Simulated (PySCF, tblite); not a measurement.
# C5H11BOSi: geometry, infrared bands and NMR shifts

Wanted: the infrared bands and NMR shifts of C5H11BOSi (`COCBC#C[SiH2]C`), by calculation.

Computed with tblite 0.8.0 and PySCF 2.14.0, with density-fitted response routines of our own, on a single molecule in the gas phase. Atoms are numbered from 0 throughout.

### Step 1. The starting structure

19 atoms, charge 0, multiplicity 1; geometry from: force field or distance geometry start.

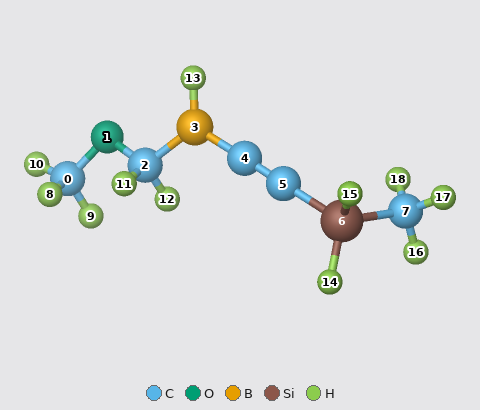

The starting geometry (carbon blue, oxygen teal, boron amber, silicon brown, hydrogen green), atoms numbered; sticks join atoms by distance.

### Step 2. Relaxing the molecule with GFN2-xTB

What the job is given:

```
{"job": {"kind": "relax", "xc": "GFN2-xTB", "basis": "xTB"}, "charge": 0, "multiplicity": 1}
C      4.201700    -0.813500    -0.386000
O      3.360400    -0.629300     0.738300
C      2.196600    -0.132800     0.218200
B      1.064400     0.170500     1.298000
C     -0.350500     0.487200     0.751200
C     -1.455800     0.722200     0.303100
Si    -3.114200     1.070200    -0.351300
C     -4.247900    -0.319700     0.133600
H      4.297800     0.217300    -0.832800
H      3.648400    -1.408600    -1.165900
H      5.138900    -1.294500    -0.162200
H      2.376400     0.824700    -0.305100
H      1.720300    -0.866500    -0.485300
H      1.263600     0.300900     2.439800
H     -3.103700     1.214900    -1.830200
H     -3.536800     2.337800     0.302900
H     -4.500400    -0.928900    -0.781100
H     -5.208600     0.054700     0.593600
H     -3.760400    -0.997200     0.853600
```

On the command line:

```
> OMP_NUM_THREADS=1 python probes_run.py task.json out
```

This one command runs all jobs of the session in turn.

Log:

```text
step      E/eV     max force
  0    -632.12233    2.556
  1    -632.36232    0.777
  2    -632.41823    0.716
  3    -632.43769    1.779
  4    -632.47065    0.405
  5    -632.48955    0.400
  6    -632.50227    0.324
  7    -632.51251    0.264
  8    -632.52605    0.306
  9    -632.53699    0.289
 10    -632.54519    0.195
 11    -632.55002    0.142
 12    -632.55350    0.171
 13    -632.55637    0.149
 14    -632.55857    0.099
 15    -632.56031    0.097
 16    -632.56195    0.090
 17    -632.56376    0.120
 18    -632.56580    0.135
 19    -632.56789    0.115
 20    -632.56986    0.090
 21    -632.57174    0.116
 22    -632.57365    0.122
 23    -632.57547    0.107
 24    -632.57687    0.095
 25    -632.57781    0.072
 26    -632.57847    0.057
 27    -632.57902    0.051
 28    -632.57953    0.064
 29    -632.58002    0.062
 30    -632.58052    0.051
 31    -632.58102    0.054
 32    -632.58152    0.045
 33    -632.58197    0.049
 34    -632.58236    0.046
 35    -632.58268    0.050
 36    -632.58301    0.047
 37    -632.58340    0.046
 38    -632.58384    0.049
 39    -632.58432    0.057
 40    -632.58484    0.054
 41    -632.58543    0.061
 42    -632.58607    0.055
 43    -632.58659    0.045
 44    -632.58694    0.042
 45    -632.58723    0.041
 46    -632.58761    0.055
 47    -632.58819    0.075
 48    -632.58891    0.078
 49    -632.58963    0.079
 50    -632.59040    0.067
 51    -632.59138    0.088
 52    -632.59277    0.121
 53    -632.59467    0.137
 54    -632.59681    0.129
 55    -632.59903    0.113
 56    -632.60120    0.108
 57    -632.60301    0.089
 58    -632.60270    0.211
 59    -632.60508    0.087
 60    -632.60590    0.069
 61    -632.60718    0.064
 62    -632.60827    0.083
 63    -632.60924    0.063
 64    -632.61013    0.063
 65    -632.61092    0.053
 66    -632.61160    0.053
 67    -632.61205    0.047
 68    -632.61235    0.037
 69    -632.61261    0.036
 70    -632.61290    0.049
 71    -632.61324    0.045
 72    -632.61361    0.039
 73    -632.61394    0.037
 74    -632.61416    0.037
 75    -632.61439    0.032
 76    -632.61457    0.031
 77    -632.61474    0.027
 78    -632.61493    0.031
 79    -632.61514    0.034
 80    -632.61540    0.040
 81    -632.61569    0.041
 82    -632.61601    0.061
 83    -632.61634    0.074
 84    -632.61667    0.062
 85    -632.61704    0.049
 86    -632.61754    0.061
 87    -632.61828    0.095
 88    -632.61907    0.113
 89    -632.61958    0.074
 90    -632.61988    0.033
 91    -632.62006    0.031
 92    -632.62027    0.061
 93    -632.62056    0.068
 94    -632.62099    0.052
 95    -632.62141    0.050
 96    -632.62173    0.044
 97    -632.62195    0.046
 98    -632.62218    0.036
 99    -632.62238    0.032
100    -632.62255    0.022
101    -632.62262    0.021
102    -632.62269    0.019
103    -632.62278    0.024
104    -632.62289    0.020
105    -632.62297    0.016
106    -632.62302    0.026
107    -632.62306    0.057
108    -632.62311    0.017
109    -632.62319    0.024
110    -632.62330    0.048
111    -632.62341    0.044
112    -632.62351    0.024
113    -632.62357    0.021
114    -632.62363    0.028
115    -632.62369    0.023
116    -632.62379    0.024
117    -632.62392    0.027
118    -632.62403    0.026
119    -632.62409    0.021
120    -632.62414    0.015
121    -632.62419    0.015
122    -632.62424    0.016
123    -632.62429    0.017
124    -632.62434    0.020
125    -632.62441    0.022
126    -632.62451    0.024
127    -632.62463    0.024
128    -632.62472    0.018
129    -632.62477    0.012
130    -632.62479    0.012
131    -632.62482    0.012
132    -632.62485    0.010
133    -632.62488    0.011
134    -632.62491    0.012
135    -632.62494    0.016
136    -632.62498    0.019
137    -632.62503    0.018
138    -632.62509    0.017
139    -632.62515    0.021
140    -632.62521    0.019
141    -632.62526    0.031
142    -632.62531    0.021
143    -632.62536    0.017
144    -632.62541    0.014
145    -632.62544    0.014
146    -632.62545    0.012
147    -632.62546    0.007
```

It took 1.7 s on 1 thread of Arm Neoverse N1, shared host; peak memory 0.18 GiB.

Along the way: (not every step is listed)

```tsv
step	energy from step 0 (eV)	largest force (eV/Å)
0	0.0000	2.5556
1	-0.2400	0.7771
2	-0.2959	0.7155
3	-0.3154	1.7785
4	-0.3483	0.4054
5	-0.3672	0.4002
6	-0.3799	0.3238
7	-0.3902	0.2638
8	-0.4037	0.3055
21	-0.4494	0.1161
34	-0.4600	0.0464
47	-0.4659	0.0753
60	-0.4836	0.0694
73	-0.4916	0.0366
86	-0.4952	0.0606
99	-0.5000	0.0324
112	-0.5012	0.0244
125	-0.5021	0.0220
138	-0.5028	0.0169
142	-0.5030	0.0213
143	-0.5030	0.0169
144	-0.5031	0.0136
145	-0.5031	0.0142
146	-0.5031	0.0118
147	-0.5031	0.0073
```

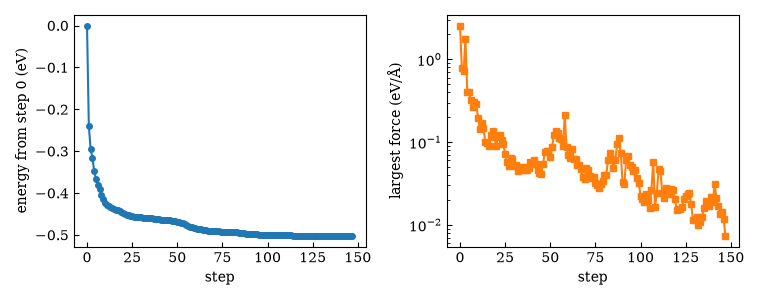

Energy and largest force along the relaxation.

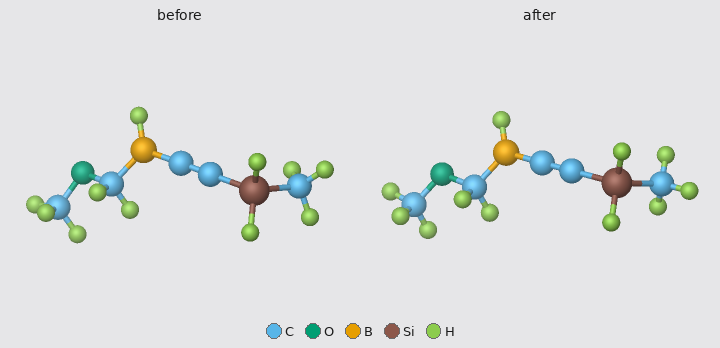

Before and after, at one scale.

Close pairs (by a distance rule), those that changed most:

```tsv
bond	before (Å)	after (Å)	change (Å)
B3–C4	1.550	1.499	-0.051
O1–C2	1.368	1.417	+0.049
C7–H17	1.129	1.087	-0.042
C7–H16	1.128	1.087	-0.041
Si6–C7	1.858	1.898	+0.040
C5–Si6	1.816	1.852	+0.036
C0–H8	1.128	1.099	-0.029
C0–H9	1.126	1.099	-0.027
```

The next job starts from the end point, and lists it.

### Step 3. Infrared spectrum with GFN2-xTB

What the job is given:

```
{"job": {"kind": "ir", "xc": "GFN2-xTB", "basis": "xTB"}, "charge": 0, "multiplicity": 1}
C      4.342120    -0.773740    -0.366818
O      3.367016    -0.534630     0.609733
C      2.108666    -0.176715     0.064332
B      1.004702     0.102998     1.162742
C     -0.375002     0.467862     0.705440
C     -1.498955     0.763879     0.347854
Si    -3.216489     1.201141    -0.189613
C     -4.319480    -0.307742     0.143135
H      4.522426     0.118434    -0.982456
H      4.052760    -1.600149    -1.030870
H      5.257905    -1.038611     0.158720
H      2.227591     0.715767    -0.577324
H      1.765313    -0.974102    -0.619780
H      1.260420     0.025855     2.300073
H     -3.197598     1.520838    -1.623976
H     -3.665878     2.359190     0.593664
H     -3.975473    -1.178979    -0.407671
H     -5.346974    -0.114703    -0.152933
H     -4.322874    -0.567341     1.198171
```

Log:

```text
mode    cm-1     km/mol
  1      10.1      1.93
  2      43.8      5.67
  3      54.5      0.38
  4      90.0      0.12
  5     114.3      1.57
  6     117.1      0.35
  7     171.4      1.66
  8     201.5      3.71
  9     231.9      7.33
 10     250.1      5.38
 11     334.4      3.41
 12     345.5      4.44
 13     447.3      5.56
 14     466.5     77.07
 15     527.2      8.71
 16     559.1     13.76
 17     597.7      5.88
 18     674.4    204.36
 19     756.1     76.66
 20     782.3    200.69
 21     806.2    137.96
 22     833.1     83.23
 23     838.7    274.22
 24     926.6     20.66
 25     931.3      1.33
 26     993.9     84.29
 27    1105.5    170.96
 28    1136.6      1.68
 29    1142.9     59.83
 30    1181.5     79.77
 31    1199.8     23.68
 32    1314.5      6.76
 33    1373.8      5.23
 34    1410.4      4.27
 35    1450.5     21.81
 36    1474.1      4.79
 37    1489.5      0.10
 38    1490.3      0.10
 39    1495.6      3.69
 40    2202.0    455.24
 41    2218.3     50.78
 42    2221.4    191.02
 43    2663.7     88.22
 44    2778.4     60.61
 45    2826.1     54.40
 46    2872.8     69.81
 47    2900.5     68.85
 48    3024.0     33.74
 49    3034.7     44.83
 50    3035.8     38.55
 51    3039.8      4.26
```

Wall time 1.1 s (1 thread of Arm Neoverse N1, shared host); peak memory 0.18 GiB.

The strongest bands and the atoms that carry them (share of the mass-weighted mode):

```tsv
cm⁻¹	km/mol	atoms
674	204.4	H14 39 %, H15 36 %, H17 11 %
782	200.7	H15 41 %, H14 41 %, Si6 10 %
806	138.0	B3 26 %, H13 25 %, C2 19 %, H11 13 %
839	274.2	H17 38 %, C7 14 %, H18 13 %, H16 11 %
1106	171.0	O1 52 %, C0 25 %, C2 14 %
2202	455.2	H14 73 %, H15 23 %
2221	191.0	H15 56 %, H14 21 %, C4 11 %, C5 11 %
2664	88.2	H13 92 %
```

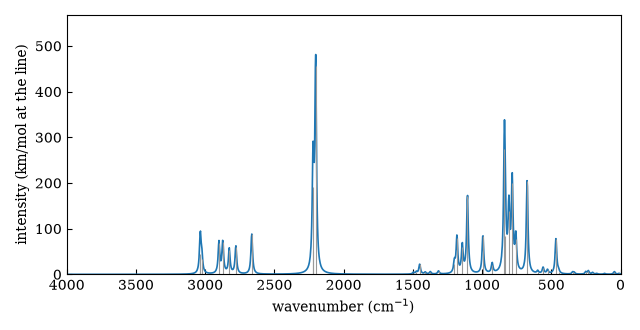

The infrared spectrum from these modes, unscaled. Lines are broadened to a width of 14 cm⁻¹ (Lorentzian).

### Step 4. NMR shieldings: PBE0/pcSseg-1

Same as in step 3 but for these lines:

```diff
@@ -1,2 +1,2 @@
-{"job": {"kind": "ir", "xc": "GFN2-xTB", "basis": "xTB"}, "charge": 0, "multiplicity": 1}
+{"job": {"kind": "nmr", "xc": "PBE0", "basis": "pcSseg-1"}, "charge": 0, "multiplicity": 1}
 C      4.342120    -0.773740    -0.366818
```

With the program's defaults for keys left out, this is: GIAO PBE0/pcSseg-1 NMR shielding, non-relativistic, gas phase.

Log:

```text
coarse grid: 16048 points
cycle   1  E = -585.9748474265  dE =  6.285e-01  |g| = 6.375e-01  |ddm| = 3.790e+00
cycle   2  E = -585.9172832737  dE =  5.756e-02  |g| = 8.480e-01  |ddm| = 1.331e+00
cycle   3  E = -586.0616585971  dE = -1.444e-01  |g| = 1.127e-01  |ddm| = 7.864e-01
cycle   4  E = -586.0635258289  dE = -1.867e-03  |g| = 5.223e-02  |ddm| = 1.046e-01
cycle   5  E = -586.0640182667  dE = -4.924e-04  |g| = 2.921e-02  |ddm| = 5.472e-02
cycle   6  E = -586.0642338704  dE = -2.156e-04  |g| = 5.061e-03  |ddm| = 2.255e-02
cycle   7  E = -586.0642399193  dE = -6.049e-06  |g| = 8.253e-04  |ddm| = 4.278e-03
final grid: 149480 points
cycle   8  E = -586.1215497612  dE = -3.360e-05  |g| = 1.126e-02  |ddm| = 3.359e-02
cycle   9  E = -586.1215313841  dE =  1.838e-05  |g| = 1.524e-02  |ddm| = 1.633e-02
cycle  10  E = -586.1215752113  dE = -4.383e-05  |g| = 1.442e-03  |ddm| = 9.368e-03
cycle  11  E = -586.1215756481  dE = -4.368e-07  |g| = 2.194e-04  |ddm| = 1.336e-03
cycle  12  E = -586.1215756524  dE = -4.295e-09  |g| = 1.714e-04  |ddm| = 2.797e-04
cycle  13  E = -586.1215756596  dE = -7.139e-09  |g| = 5.582e-05  |ddm| = 1.470e-04
cycle  14  E = -586.1215756604  dE = -7.968e-10  |g| = 9.198e-06  |ddm| = 4.936e-05
converged SCF energy = -586.1215756604

GIAO shielding tensors (ppm)
atom      isotropic    diamagn.    paramagn.     s11        s22        s33       span
  0 C      123.353     242.263    -118.910     92.964     94.888    182.207     89.243
  1 O      317.228     394.567     -77.339    295.706    316.222    339.755     44.049
  2 C      102.516     256.116    -153.600     79.555     81.929    146.066     66.511
  3 B       30.366     194.708    -164.341    -48.139     16.392    122.846    170.985
  4 C       62.154     262.070    -199.916    -48.275    -39.915    274.652    322.927
  5 C       35.579     267.934    -232.356    -37.243      3.423    140.557    177.800
  6 Si     418.409     883.644    -465.235    398.134    407.643    449.450     51.316
  7 C      192.504     252.619     -60.114    188.332    191.617    197.565      9.233
  8 H       28.493      27.853       0.640     25.276     26.202     34.000      8.723
  9 H       28.496      28.476       0.020     25.296     26.210     33.982      8.687
 10 H       27.800      26.104       1.696     23.876     25.568     33.956     10.080
 11 H       27.999      34.800      -6.801     24.058     26.845     33.095      9.037
 12 H       27.972      35.884      -7.912     24.063     26.609     33.243      9.179
 13 H       24.715      30.567      -5.851     20.385     25.930     27.831      7.446
 14 H       27.140      30.408      -3.268     23.676     25.640     32.104      8.428
 15 H       27.100      28.970      -1.869     23.830     25.409     32.062      8.232
 16 H       31.261      32.899      -1.638     26.863     28.919     38.001     11.138
 17 H       31.547      25.354       6.193     27.178     27.982     39.480     12.302
 18 H       31.222      30.483       0.739     26.894     28.666     38.105     11.211
```

Run time: 54 s. Hardware: 1 thread of Arm Neoverse N1, shared host; peak memory 0.99 GiB.

Shifts follow as δ = σ(reference) − σ, with reference shieldings (ppm) from runs at the same level and on the same kind of geometry: ¹H TMS 31.72, ¹³C TMS 186.9, ²⁹Si TMS 349.2, ¹⁷O H2O 336.1, ¹¹B BF3·OEt2 100.1. The references are single molecules in the gas phase, so shifts against H2O, NH3, PH3, H3PO4 or CFCl3 are not on the usual liquid scales and can be off by tens of ppm. Atoms listed in one row are averaged.

```tsv
atoms	environment	σ (ppm)	δ (ppm)	δ scaled to CDCl3
C5	alkyne carbon	35.6	151.3	145.8
C4	alkyne carbon	62.2	124.8	119.9
C2	sp3 CH2 bonded to B and O	102.5	84.4	80.5
C0	methyl carbon bonded to O	123.4	63.6	60.1
C7	methyl carbon bonded to Si	192.5	-5.6	-7.4
H13	hydrogen on a boron bonded to 2 C	24.72	7.00	–
H14, H15	hydrogen on a silicon bonded to 2 C	27.12	4.60	–
H11, H12	hydrogen on an sp3 CH2 bonded to B and O	27.99	3.73	3.62
H8, H9, H10	hydrogen on a methyl carbon bonded to O	28.26	3.45	3.36
H16, H17, H18	hydrogen on a methyl carbon bonded to Si	31.34	0.37	0.46
O1	ether oxygen	317.2	18.9	–
B3	boron bonded to 2 C, H	30.4	69.7	–
Si6	silicon bonded to 2 C, 2 H	418.4	-69.3	–
```

The scaled column applies a straight-line fit of computed shieldings to shifts measured in CDCl3 (root-mean-square error 0.16 ppm for H, 1.9 ppm for C).

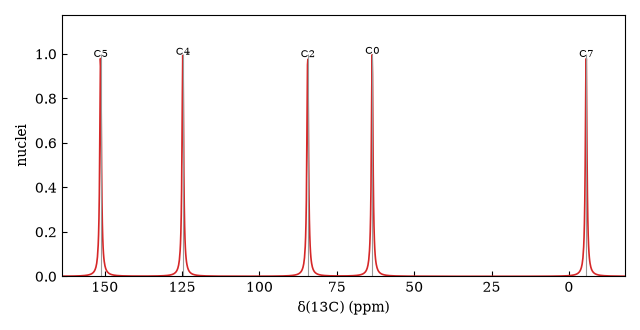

¹³C lines at the computed shifts, without couplings. Lines are broadened to a width of 0.63 ppm (Lorentzian).

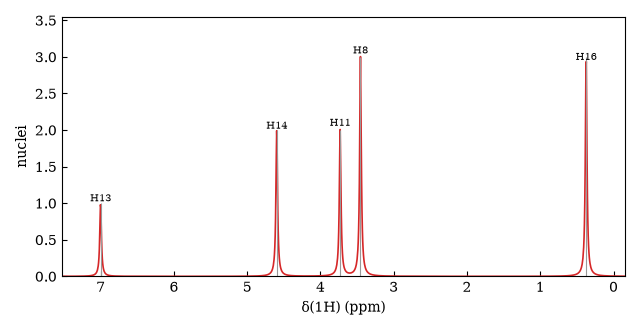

¹H lines at the computed shifts, without couplings. Lines are broadened to a width of 0.03 ppm (Lorentzian).

Charges from the same density, by scheme (e):

```tsv
atoms	Mulliken	IAO	Hirshfeld	ESP fit
C0	-0.03	-0.20	-0.04	-0.06
O1	-0.52	-0.39	-0.15	-0.34
C2	-0.15	-0.19	-0.06	-0.25
B3	0.34	0.16	0.17	0.68
C4	-0.16	-0.12	-0.10	-0.39
C5	-0.35	-0.29	-0.13	-0.21
Si6	0.67	0.79	0.37	0.71
C7	-0.63	-0.71	-0.21	-0.57
```

Mulliken charges:

C0 -0.03; O1 -0.52; C2 -0.15; B3 0.34; C4 -0.16; C5 -0.35; Si6 0.67; C7 -0.63; H8 0.08; H9 0.08; H10 0.12; H11 0.12; H12 0.11; H13 0.03; H14 -0.08; H15 -0.08; H16 0.15; H17 0.14; H18 0.15

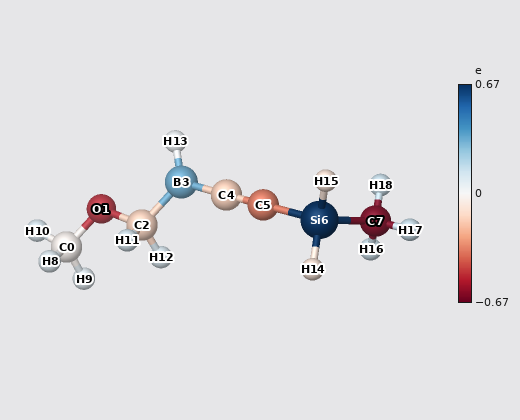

Mulliken charges, as colours on the atoms.

Mayer bond orders: C0–O1 0.95, O1–C2 0.88, C2–B3 0.97, B3–C4 1.09, C4–C5 2.44, C5–Si6 0.93, Si6–C7 0.96.

### Step 5. Summary of results

| quantity | value |
| --- | --- |
| strongest single infrared mode (GFN2-xTB) | 2202 cm⁻¹, 455 km/mol |
| zero-point energy (GFN2-xTB) | 88.9 kcal/mol |
| ¹³C shifts against TMS (PBE0/pcSseg-1) | 151.3, 124.8, 84.4, 63.6, -5.6 ppm |
| ¹H shifts against TMS (PBE0/pcSseg-1, means over atoms taken as alike) | 7.00, 4.60, 3.73, 3.45, 0.37 ppm |
| ¹⁷O shifts against H2O (PBE0/pcSseg-1) | 18.9 ppm |
| ¹¹B shifts against BF3·OEt2 (PBE0/pcSseg-1) | 69.7 ppm |
| ²⁹Si shifts against TMS (PBE0/pcSseg-1) | -69.3 ppm |

The optimisation took 147 steps and gained 0.503 eV; among the close pairs (by a distance rule), B3–C4 changed most, from 1.550 to 1.499 Å. All 51 modes are real, so the xTB geometry is a minimum. The strongest single mode, at 2202 cm⁻¹, moves mainly H14. Unscaled tight-binding wavenumbers are off by several per cent, some by more. Its intensities can rank the bands wrongly. At PBE0/pcSseg-1: The largest span, 323 ppm, is at C4, where the paramagnetic term is -200 ppm.
